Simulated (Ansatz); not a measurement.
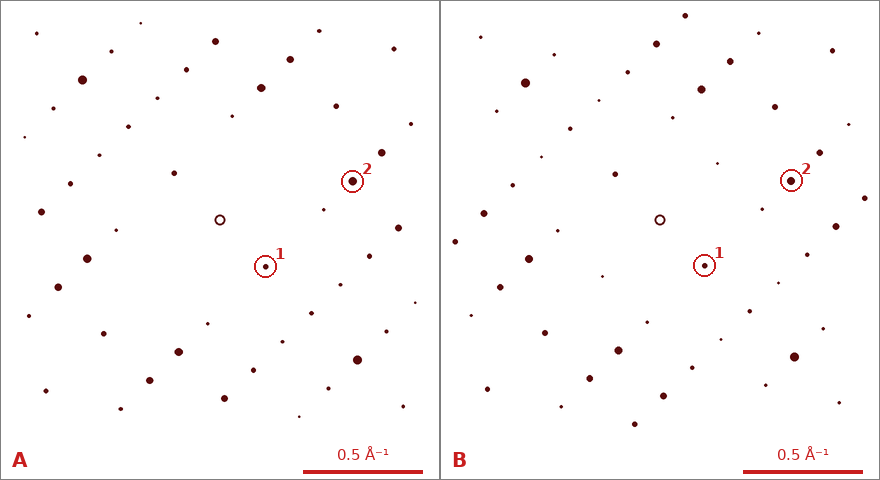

Kinematic electron diffraction patterns (120 kV, B = 0.5 Å², same scale) along [110] of the run's own cell, for the start and the end of one relaxation of As3Se2 with Ansatz, DFT PBE, scalar-relativistic, plane waves, PAW. k mesh 6×6×6. The start is a generated model structure, and the relaxation ends in the nearest stationary point of its symmetry, not necessarily the ground state. Spot 1 is -1 1 0 and spot 2 is -1 1 3 in both.

Start structure:

```
CELL_PARAMETERS angstrom
3.63712 2.09990 5.22330
-3.63712 2.09990 5.22330
0.00000 -4.19979 5.22330
ATOMIC_POSITIONS crystal
As 0.06784 0.43216 0.75000
As 0.75000 0.06784 0.43216
As 0.43216 0.75000 0.06784
As 0.93216 0.56784 0.25000
As 0.25000 0.93216 0.56784
As 0.56784 0.25000 0.93216
Se 0.86329 0.86329 0.86329
Se 0.63671 0.63671 0.63671
Se 0.13671 0.13671 0.13671
Se 0.36329 0.36329 0.36329
```

Question: Which pattern belongs to the start structure, and which to the relaxed one?

Answer: A is the start: its cell gives d(1) = 3.637 Å, d(2) = 1.717 Å and an angle of 61.8°. B is the relaxed structure, with d(1) = 3.713 Å (+2.1 %), d(2) = 1.738 Å (+1.2 %) and 62.1°.

Question: Name reflections whose intensity changes strongly on relaxation.

Answer: 2 -2 2 goes from 8.6 to 2.9 % of the strongest spot.

Question: What did the relaxation do to the structure and the energy?

Answer: The volume changed by -1.6 % to 23.56 Å³ an atom; with the mean shift removed, the atoms moved by up to 0.05 Å relative to the cell (As most); the space group stayed R-3c (No. 167); the free energy fell by 4.7 meV an atom. Relaxed cell: a = 6.536 Å, b = 6.536 Å, c = 6.536 Å, α = 69.23°, β = 69.23°, γ = 69.23°.
